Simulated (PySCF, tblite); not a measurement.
# C₅H₉O₂Si radical: geometry, infrared bands and EPR parameters

Wanted: the infrared bands and EPR parameters of C₅H₉O₂Si radical (`C=C[C@]1(C)CO[SiH]O1`), by calculation.

The runs use tblite 0.8.0 and PySCF 2.14.0, with density-fitted response routines of our own; the level of theory stands in each step. All values are computed, except where a source is named. Atoms count from 0, in the outputs and in this text.

**1. The molecule as given**

17 atoms, charge 0, multiplicity 2; geometry from: force field or distance geometry start.

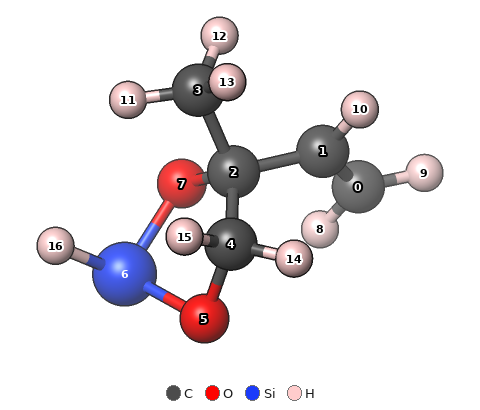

The starting geometry (carbon dark grey, oxygen red, silicon blue, hydrogen pink), atoms numbered.

**2. Relaxing the molecule with GFN2-xTB**

The job: settings as JSON, then the geometry in Å.

```
{"job": {"kind": "relax", "xc": "GFN2-xTB", "basis": "xTB"}, "charge": 0, "multiplicity": 2}
C      2.314900     0.086300    -0.583700
C      1.283400     0.667600     0.044200
C     -0.084500     0.127800    -0.102000
C     -1.028900     1.350900     0.008700
C     -0.381300    -0.835500     0.964900
O     -0.332800    -2.140600     0.485200
Si    -1.114700    -1.871100    -1.044400
O     -0.320300    -0.376000    -1.355000
H      2.119300    -0.771000    -1.215400
H      3.333800     0.464700    -0.475100
H      1.456300     1.512200     0.685000
H     -2.007700     0.984100    -0.362700
H     -0.578300     2.154500    -0.589400
H     -1.065500     1.714100     1.053600
H      0.330300    -0.782400     1.824000
H     -1.410400    -0.742900     1.416700
H     -2.520500    -1.530700    -0.764500
```

Command:

```
OMP_NUM_THREADS=1 python probes_run.py task.json out
```

This one command runs all jobs of the session in turn.

Log:

```text
step      E/eV     max force
  0    -683.82951    3.599
  1    -684.23509    2.090
  2    -684.31134    1.380
  3    -684.35918    0.552
  4    -684.40461    0.623
  5    -684.44060    0.648
  6    -684.46851    0.431
  7    -684.49526    0.493
  8    -684.52237    0.440
  9    -684.54484    0.404
 10    -684.56213    0.347
 11    -684.57807    0.367
 12    -684.59832    0.460
 13    -684.62284    0.526
 14    -684.64508    0.368
 15    -684.66049    0.301
 16    -684.67327    0.262
 17    -684.68441    0.316
 18    -684.69158    0.209
 19    -684.69541    0.184
 20    -684.69839    0.152
 21    -684.70256    0.267
 22    -684.70796    0.296
 23    -684.71280    0.211
 24    -684.71562    0.184
 25    -684.71773    0.164
 26    -684.71996    0.211
 27    -684.72198    0.157
 28    -684.72337    0.084
 29    -684.72408    0.062
 30    -684.72479    0.089
 31    -684.72590    0.104
 32    -684.72690    0.068
 33    -684.72760    0.065
 34    -684.72814    0.063
 35    -684.72882    0.072
 36    -684.72968    0.074
 37    -684.73057    0.063
 38    -684.73130    0.059
 39    -684.73186    0.059
 40    -684.73236    0.054
 41    -684.73279    0.041
 42    -684.73314    0.037
 43    -684.73342    0.049
 44    -684.73374    0.047
 45    -684.73417    0.051
 46    -684.73468    0.056
 47    -684.73520    0.053
 48    -684.73571    0.065
 49    -684.73624    0.065
 50    -684.73679    0.065
 51    -684.73730    0.071
 52    -684.73776    0.056
 53    -684.73818    0.061
 54    -684.73855    0.046
 55    -684.73881    0.037
 56    -684.73898    0.028
 57    -684.73911    0.029
 58    -684.73926    0.031
 59    -684.73944    0.030
 60    -684.73962    0.036
 61    -684.73978    0.032
 62    -684.73992    0.027
 63    -684.74005    0.027
 64    -684.74018    0.031
 65    -684.74033    0.037
 66    -684.74050    0.036
 67    -684.74069    0.040
 68    -684.74094    0.030
 69    -684.74110    0.032
 70    -684.74128    0.033
 71    -684.74149    0.043
 72    -684.74170    0.038
 73    -684.74185    0.022
 74    -684.74194    0.025
 75    -684.74203    0.026
 76    -684.74217    0.041
 77    -684.74240    0.046
 78    -684.74268    0.044
 79    -684.74299    0.044
 80    -684.74331    0.041
 81    -684.74372    0.062
 82    -684.74425    0.062
 83    -684.74476    0.052
 84    -684.74511    0.049
 85    -684.74537    0.041
 86    -684.74556    0.066
 87    -684.74585    0.049
 88    -684.74606    0.029
 89    -684.74629    0.024
 90    -684.74635    0.023
 91    -684.74654    0.022
 92    -684.74665    0.029
 93    -684.74676    0.020
 94    -684.74682    0.018
 95    -684.74686    0.016
 96    -684.74688    0.010
 97    -684.74690    0.010
```

It took 0.74 s on 1 thread of Arm Neoverse V1, shared host.

Relaxation path: (not every step is listed)

```tsv
step	energy from step 0 (eV)	largest force (eV/Å)
0	0.0000	3.5991
1	-0.4056	2.0903
2	-0.4818	1.3796
3	-0.5297	0.5521
4	-0.5751	0.6225
5	-0.6111	0.6477
6	-0.6390	0.4307
7	-0.6658	0.4928
8	-0.6929	0.4399
16	-0.8438	0.2617
24	-0.8861	0.1838
32	-0.8974	0.0683
40	-0.9028	0.0541
48	-0.9062	0.0649
56	-0.9095	0.0280
64	-0.9107	0.0314
72	-0.9122	0.0379
80	-0.9138	0.0410
88	-0.9166	0.0294
92	-0.9171	0.0287
93	-0.9172	0.0202
94	-0.9173	0.0175
95	-0.9173	0.0157
96	-0.9174	0.0103
97	-0.9174	0.0095
```

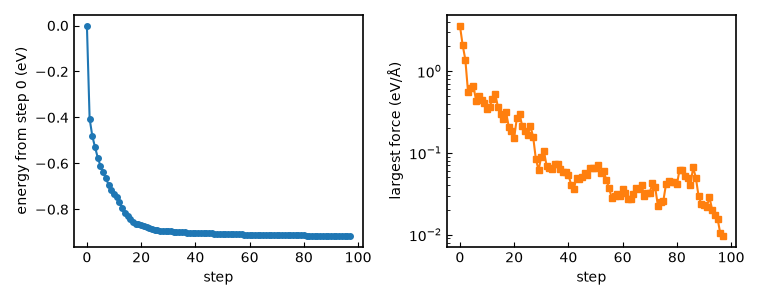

Energy and largest force along the relaxation.

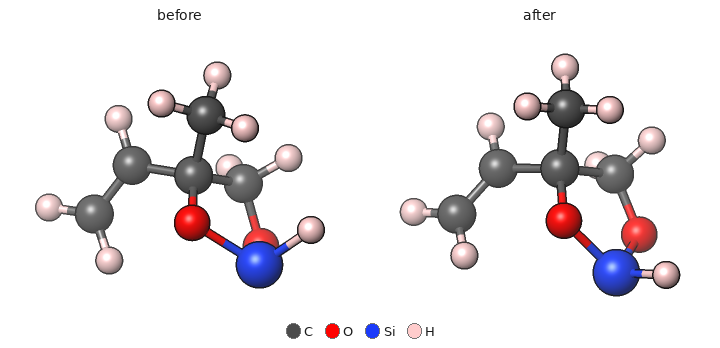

Before and after, at one scale.

Close pairs (by a distance rule), those that changed most:

```tsv
bond	before (Å)	after (Å)	change (Å)
C2–C4	1.468	1.560	+0.092
O5–Si6	1.739	1.648	-0.091
Si6–O7	1.721	1.642	-0.080
C2–O7	1.371	1.404	+0.033
C4–H15	1.128	1.096	-0.032
C1–C2	1.478	1.507	+0.029
C4–H14	1.117	1.094	-0.023
C0–C1	1.340	1.318	-0.022
```

The end geometry stands in the next job.

**3. Vibrational analysis with GFN2-xTB**

The job: settings as JSON, then the geometry in Å.

```
{"job": {"kind": "ir", "xc": "GFN2-xTB", "basis": "xTB"}, "charge": 0, "multiplicity": 2}
C      2.258651     0.141333    -0.742885
C      1.330888     0.539645     0.104717
C     -0.134100     0.202686    -0.003316
C     -0.973193     1.479193     0.053275
C     -0.518883    -0.773842     1.150526
O     -0.688541    -2.051965     0.625232
Si    -0.822384    -2.037115    -1.017016
O     -0.407545    -0.460427    -1.210309
H      2.008961    -0.452622    -1.605600
H      3.295235     0.399773    -0.611702
H      1.576850     1.141406     0.969507
H     -2.027317     1.231960    -0.052902
H     -0.686791     2.135303    -0.765113
H     -0.817337     1.994102     0.998007
H      0.264684    -0.811285     1.912787
H     -1.456792    -0.454423     1.619229
H     -2.209387    -2.211691    -1.434348
```

Log:

```text
mode    cm-1     km/mol
  1      19.8      0.10
  2      71.9      0.26
  3     141.9      8.68
  4     207.5      0.07
  5     253.0      1.82
  6     295.0      2.24
  7     322.2      0.80
  8     390.3      6.71
  9     487.4     33.82
 10     518.5     15.90
 11     543.8      4.97
 12     564.9      9.51
 13     644.0     70.87
 14     671.5      3.21
 15     780.1     21.99
 16     794.6    169.22
 17     858.8     43.49
 18     897.9     15.83
 19     921.4      3.16
 20     951.7     26.27
 21     988.4     64.98
 22    1016.6     35.37
 23    1023.1     20.71
 24    1090.0    110.25
 25    1138.8     32.63
 26    1151.6     12.75
 27    1179.0     18.32
 28    1240.1     28.00
 29    1282.1      2.13
 30    1311.7      4.24
 31    1392.7      6.27
 32    1398.1      2.02
 33    1476.4      2.00
 34    1479.9      0.62
 35    1493.8      3.01
 36    1713.9      5.66
 37    2250.0    210.54
 38    2908.4     54.70
 39    2951.9     34.18
 40    3029.0     28.39
 41    3033.6     20.57
 42    3042.0     14.53
 43    3057.8     45.47
 44    3107.9     16.31
 45    3135.5     40.65
```

Run time: 0.63 s. Hardware: 1 thread of Arm Neoverse V1, shared host.

Which atoms move in the most intense modes:

```tsv
cm⁻¹	km/mol	atoms
644	70.9	H16 82 %, Si6 11 %
795	169.2	O5 32 %, Si6 23 %, O7 19 %, C4 11 %
859	43.5	O7 26 %, Si6 14 %
988	65.0	O7 27 %, H13 16 %, H11 14 %
1090	110.2	C4 51 %, O5 44 %
2250	210.5	H16 97 %
2908	54.7	H15 85 %
3058	45.5	H10 90 %
```

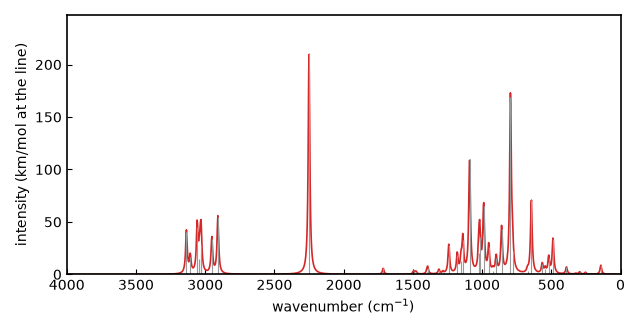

The infrared spectrum from these modes, unscaled. Lines are broadened to a width of 14 cm⁻¹ (Lorentzian).

**4. EPR parameters: B3LYP/pcH-1**

Settings changed since step 3:

```diff
@@ -1,2 +1,2 @@
-{"job": {"kind": "ir", "xc": "GFN2-xTB", "basis": "xTB"}, "charge": 0, "multiplicity": 2}
+{"job": {"kind": "epr", "basis": "pcH-1"}, "charge": 0, "multiplicity": 2}
 C      2.258651     0.141333    -0.742885
```

Level: UKS B3LYP, pcH-1 on C H O Si, non-relativistic, mean-field spin-orbit, GIAO.

Log:

```text
UKS, coarse grid
  cycle   1  E = -635.70878741  |g| = 7.49e-01
  cycle   2  E = -635.33892506  |g| = 1.24e+00
  cycle   3  E = -635.90483311  |g| = 1.10e-01
  cycle   4  E = -635.90875417  |g| = 5.05e-02
  cycle   5  E = -635.90981139  |g| = 1.57e-02
  cycle   6  E = -635.90988640  |g| = 6.18e-03
  cycle   7  E = -635.90990141  |g| = 7.40e-04
  cycle   8  E = -635.90990193  |g| = 4.16e-04
UKS, final grid
  cycle   1  E = -635.90996451  |g| = 5.38e-04
  cycle   2  E = -635.90996441  |g| = 7.20e-04
  cycle   3  E = -635.90996465  |g| = 7.72e-05
  cycle   4  E = -635.90996465  |g| = 1.32e-05
E = -635.90996465 Eh   <S^2> = 0.7518 (exact 0.7500)
g shifts (ppm)      1          2          3
  rmc          -168       -168       -168
  gc             89         12        100
  oz_so       -1794        303        841
  total       -1874        147        773
hyperfine (MHz)  atom isotope    a_iso     a_fc   dipolar eigenvalues
    0   13C       0.01       0.01     -0.42     -0.30      0.72
    1   13C       0.39       0.39     -0.42     -0.21      0.63
    2   13C       5.55       5.55     -1.19     -1.14      2.33
    3   13C       2.52       2.52     -0.83     -0.69      1.51
    4   13C       6.96       6.96     -1.61     -1.09      2.70
    5   17O     -45.17     -45.09    -22.17     10.88     11.29
    6  29Si    -733.66    -734.52   -134.46     63.68     70.78
    7   17O     -32.43     -32.35    -26.42     12.91     13.51
    8    1H       0.20       0.20     -2.16     -1.79      3.96
    9    1H       0.06       0.06     -0.72     -0.64      1.36
   10    1H      -0.32      -0.32     -0.76     -0.69      1.45
   11    1H      -0.42      -0.42     -1.34     -0.78      2.11
   12    1H       0.34       0.34     -1.12     -0.81      1.92
   13    1H       4.36       4.36     -0.91     -0.46      1.37
   14    1H      -1.33      -1.33     -1.78     -1.58      3.36
   15    1H       7.99       7.99     -1.67     -1.05      2.72
   16    1H     293.30     293.30     -6.12     -0.21      6.33
```

Run time: 1.8 min. Hardware: 1 thread of Arm Neoverse V1, shared host; peak memory 0.95 GiB.

Principal g values 2.00045, 2.00247, 2.00309; g(iso) = 2.00200, against 2.00232 for a free electron.

Hyperfine couplings; where a row names several nuclei, a(iso) is their mean (it holds for fast rotation or exchange) and the dipolar term the largest among them:

```tsv
nuclei	isotope	a(iso) (MHz)	a(iso) (G, at g = 2.0023)	largest dipolar term (MHz)
Si6	29Si	-733.7	-261.8	-134.5
H16	1H	293.3	104.7	6.3
O5	17O	-45.2	-16.1	-22.2
O7	17O	-32.4	-11.6	-26.4
H15	1H	8.0	2.9	2.7
C4	13C	7.0	2.5	2.7
C2	13C	5.5	2.0	2.3
C3	13C	2.5	0.9	1.5
H11, H12, H13	1H	1.4	0.5	2.1
H14	1H	-1.3	-0.5	3.4
C1	13C	0.4	0.1	0.6
H10	1H	-0.3	-0.1	1.4
H8	1H	0.2	0.1	4.0
H9	1H	0.1	0.0	1.4
```

Mulliken spin populations:

C0 0.00; C1 0.00; C2 0.00; C3 0.01; C4 0.01; O5 0.04; Si6 0.74; O7 0.05; H8 0.00; H9 0.00; H10 0.00; H11 0.00; H12 0.00; H13 0.00; H14 0.00; H15 0.00; H16 0.14

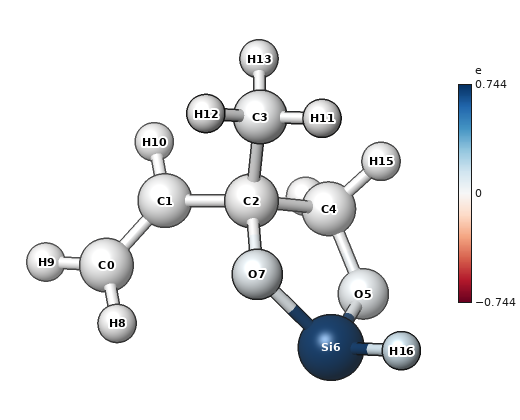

Mulliken spin populations, as colours on the atoms.

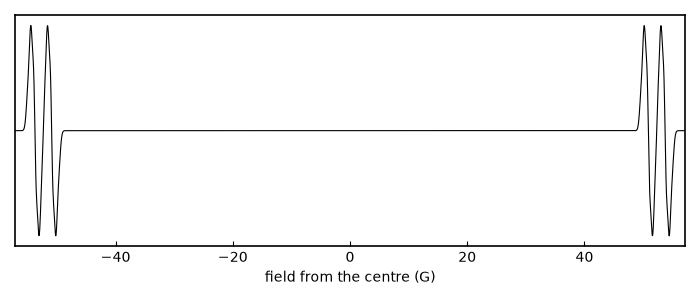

First-order isotropic spectrum (first derivative, main isotopes with spin only, couplings over 0.8 MHz, Gaussian width 0.3 G; couplings of the frozen geometry, rotation of groups not averaged beyond the rows shown).

Orbitals, density, ELF and potential are computed afterwards from the orbital file.

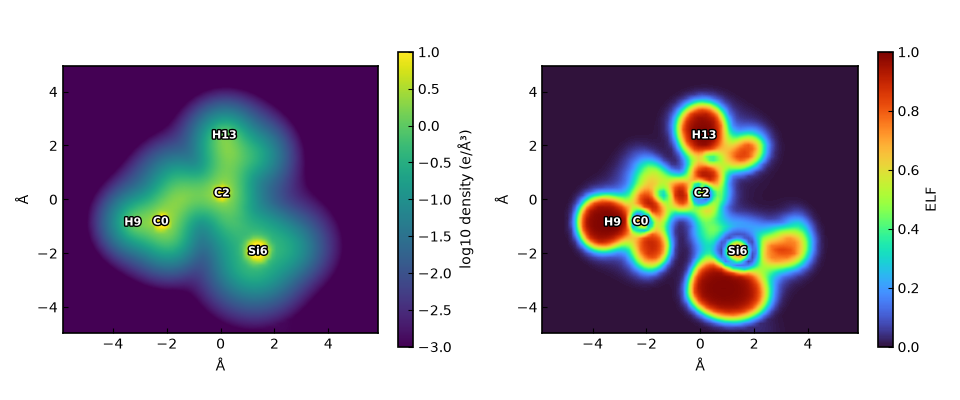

Density (left) and ELF (right) in a plane through or near 5 of the atoms.

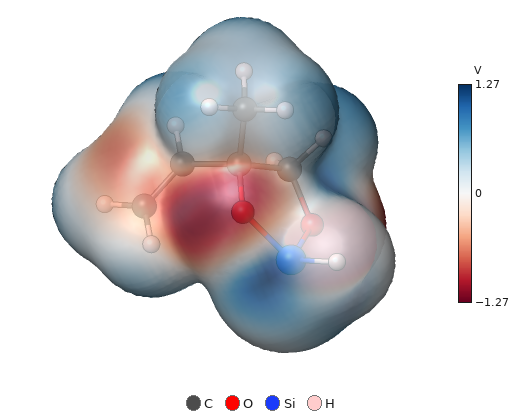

The potential that a unit positive charge feels on the 0.002 e/bohr³ surface, from -1.27 V near O5 to 1.05 V near Si6.

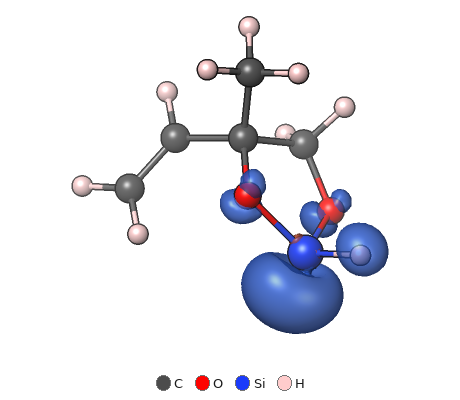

Spin density at ±0.06 e/Å³ (alpha excess blue, beta excess red).

**5. What came out**

```
                                                                  quantity                    value
                                 strongest single infrared mode (GFN2-xTB)    2250 cm⁻¹, 211 km/mol
                                              zero-point energy (GFN2-xTB)            81.8 kcal/mol
                                                            g(iso) (B3LYP)                  2.00200
                                                                      ⟨S²⟩       0.752 (exact 0.75)
                                        largest a(iso) (averaged by class)  29Si on Si6, -733.7 MHz
potential on the surface of density 0.002 e/bohr³, 1st and 99th percentile       -1.27 V and 1.05 V
```

What this shows: Relaxing lowered the energy by 0.917 eV in 97 steps; the close pair that moved most is C2–C4, from 1.468 to 1.560 Å. No mode is imaginary among the 45: a minimum at this level. The strongest single mode, at 2250 cm⁻¹, moves mainly H16. Unscaled tight-binding wavenumbers are off by several per cent, some by more. Its intensities can rank the bands wrongly. Si6 carries the largest spin population, 0.74 e. The isotropic g lies 0.3 ppt below the free-electron value. These values are for one conformer; the search (at its own cheap level) found 1 more, at 0.88 kcal/mol, and measured spectra average over such forms.
